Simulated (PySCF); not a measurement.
The calculation's input:

```
{"job": {"kind": "nmr", "xc": "PBE0", "basis": "pcSseg-1"}, "charge": 0, "multiplicity": 1}
C     -1.714303     0.920240    -0.558131
C     -0.920392    -0.332306    -0.182831
C     -1.501139    -0.987325     1.071718
C      0.507054     0.047913     0.076034
C      1.579387    -0.458421    -0.656232
C      2.828823     0.004830    -0.276488
N      2.967446     0.871707     0.718454
N      1.927316     1.297304     1.352018
N      0.733952     0.916324     1.062877
H     -2.755969     0.664743    -0.734226
H     -1.657214     1.644559     0.249827
H     -1.310310     1.373324    -1.461342
H     -0.951023    -1.045499    -1.014204
H     -0.945477    -1.887989     1.325472
H     -1.440681    -0.294517     1.906692
H     -2.541314    -1.256214     0.906949
H      1.442829    -1.162630    -1.462565
H      3.742256    -0.309724    -0.762338
```

Command:

```sh
OMP_NUM_THREADS=1 python probes_run.py task.json out
```

Geometry: GFN2-xTB.

Level of theory: PBE0/pcSseg-1, SCF density, gas phase, non-relativistic (PySCF).

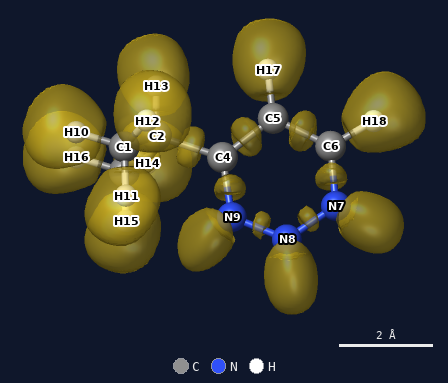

C$_{6}$H$_{9}$N$_{3}$ (SMILES CC(C)c1ccnnn1). Isosurface of the electron localisation function at 0.8 (yellow), seen from one side. Only the valence region is drawn (cores and ρ < 0.01 e/Å³ removed).

Question: Identify the bonds, lone pairs and shells in this picture.

Answer: The surface consists of five regions between bonded C–C atoms (shared pairs), two regions between bonded C–N atoms (shared pairs), two regions between bonded N–N atoms (shared pairs), nine regions around hydrogen nuclei and three lobes on N, pointing away from the bonds (lone pairs). Profiles from the grid: N–N (1.29 Å): the ELF peaks at about 0.90 between the atoms, as expected for localised, covalent bonding. C–N (1.33 Å): the ELF peaks at about 0.90 between the atoms: a covalent bond.
